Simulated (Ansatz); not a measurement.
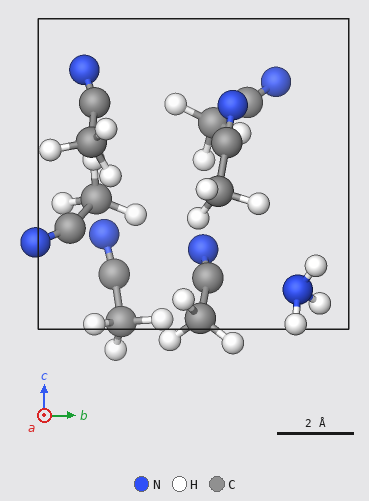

Starting frame of a dynamics run of a periodic cell with 1 NH3 + 6 CH3CN at 0.78 g/cm³. It starts from the last geometry of an earlier run, with fresh velocities. Style: ball-and-stick. Shown: the simulation cell, along the a axis.

Method: Ansatz, DFT PBE, scalar-relativistic, plane waves, PAW.

Input file:
```yaml
accuracy: low
crystal:
  lattice:
    - [8.247474, 0.0, 0.0]
    - [0.0, 8.247474, 0.0]
    - [0.0, 0.0, 8.247474]
  atoms:
    - { symbol: "N", position: [0.9120907, 0.83176449, 0.12303488] }
    - { symbol: H, position: [0.97197262, 0.89048374, 0.19990908] }
    - { symbol: H, position: [0.9915729, 0.82506433, 0.01222632] }
    - { symbol: H, position: [0.82328466, 0.9030762, 0.07877067] }
    - { symbol: C, position: [1.11648081, 0.26265133, 0.02038034] }
    - { symbol: C, position: [1.04279901, 0.24025804, 0.17292135] }
    - { symbol: "N", position: [0.99972632, 0.20800064, 0.30211992] }
    - { symbol: H, position: [1.17541345, 0.39459214, 0.02776216] }
    - { symbol: H, position: [1.21502417, 0.17603662, 0.01204688] }
    - { symbol: H, position: [1.02247475, 0.24474945, -0.0698602] }
    - { symbol: C, position: [0.59616849, 0.51803019, 0.03083037] }
    - { symbol: C, position: [0.47799708, 0.54210251, 0.1609077] }
    - { symbol: "N", position: [0.36635609, 0.52685468, 0.25283072] }
    - { symbol: H, position: [0.63214472, 0.62274099, -0.04890733] }
    - { symbol: H, position: [0.70583521, 0.46360405, 0.09157586] }
    - { symbol: H, position: [0.5390764, 0.41984276, -0.03866154] }
    - { symbol: C, position: [0.86293088, 0.5755128, 0.44012121] }
    - { symbol: C, position: [0.79000963, 0.60307171, 0.59710546] }
    - { symbol: "N", position: [0.716981, 0.62240452, 0.71793936] }
    - { symbol: H, position: [0.87748014, 0.7055808, 0.40014752] }
    - { symbol: H, position: [0.98904335, 0.5393099, 0.4467349] }
    - { symbol: H, position: [0.78834694, 0.51083039, 0.35320098] }
    - { symbol: C, position: [0.31015031, 0.56067959, 0.66086018] }
    - { symbol: C, position: [0.19760705, 0.6692463, 0.72653872] }
    - { symbol: "N", position: [0.09854196, 0.76162491, 0.79287769] }
    - { symbol: H, position: [0.23337323, 0.52953686, 0.54139422] }
    - { symbol: H, position: [0.40147408, 0.64573388, 0.62677775] }
    - { symbol: H, position: [0.34298785, 0.43832102, 0.72138055] }
    - { symbol: C, position: [0.37978281, 0.18236146, 0.41621579] }
    - { symbol: C, position: [0.53079446, 0.09803761, 0.32161325] }
    - { symbol: "N", position: [0.60868029, -0.01342916, 0.27547656] }
    - { symbol: H, position: [0.36785361, 0.30921582, 0.36482159] }
    - { symbol: H, position: [0.30109194, 0.07459563, 0.4016715] }
    - { symbol: H, position: [0.43486459, 0.17384725, 0.54268573] }
    - { symbol: C, position: [0.82164494, 0.16640952, 0.59865148] }
    - { symbol: C, position: [0.70910687, 0.17711585, 0.72532696] }
    - { symbol: "N", position: [0.62589635, 0.14408357, 0.83154313] }
    - { symbol: H, position: [0.9383951, 0.21382822, 0.64083007] }
    - { symbol: H, position: [0.85021435, 0.03431278, 0.57316051] }
    - { symbol: H, position: [0.76283646, 0.2281757, 0.48956756] }
basis:
  ecutwfc: 420.0
kpoints:
  mp_grid: { grid: [1, 1, 1] }
hamiltonian:
  xc: pbe
scf:
  occupations: { method: fermi_dirac, width: 0.02 }
  lower_state_search: "off"
md:
  timestep: 0.5
  n_steps: 400
  ensemble: nvt_nose_hoover
  temperature: 1000.0
  initial_velocities: maxwell_boltzmann
  seed: 529709
  nose_hoover: { tau: 50.0, chain_length: 1 }
```

Run as
```bash
ansatz run input.yaml --threads 1 --pin off --max-ram 3072MiB --backend cpu --events-out ev --progress --plain --runs-dir out
```

**What does the trajectory do?**

Over the second half the temperature averages 983 K (spread ±90 K). The potential energy in the second half lies on average 9.7 meV per atom above the first frame. In the second half of the run the atoms are, in the root-mean-square, this far from where they began (common drift taken out): H 1.84 Å, N 1.36 Å, C 1.00 Å. The molecules turn and drift from their places. The conserved quantity stays between −0.34 and 0.48 meV per atom of its start. A straight-line fit has a slope that amounts to +0.05 meV per atom over 200 fs (under 0.1 % of the mean kinetic energy), and the ripple about it is 1.2 % of the kinetic energy's fluctuation. With a drift under 2 % and a ripple under 7 %, the integration is accurate.

Along the run (each row but the first and the last is the mean over the interval that it begins):

| time (fs) | potential energy (meV/atom) | T (K) |
| --- | --- | --- |
| 0.0 | 0.0 | 1000 |
| 33.0 | 2.9 | 1008 |
| 66.0 | 2.8 | 1031 |
| 99.0 | 6.3 | 993 |
| 132.0 | 13.4 | 937 |
| 165.0 | 9.4 | 1014 |
| 198.0 | 13.3 | 1006 |

The paths of the atoms:

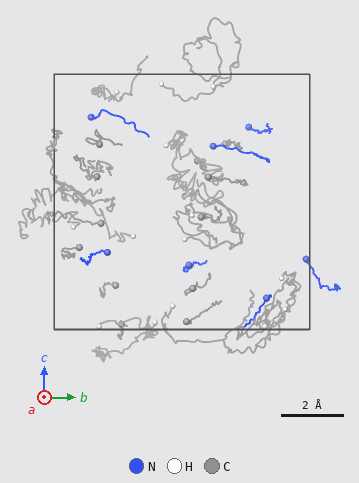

Limits of the set-up: the program's low-accuracy preset was used; the periodic images lie only 8.2 Å apart, so the values are limited by the cell's size.
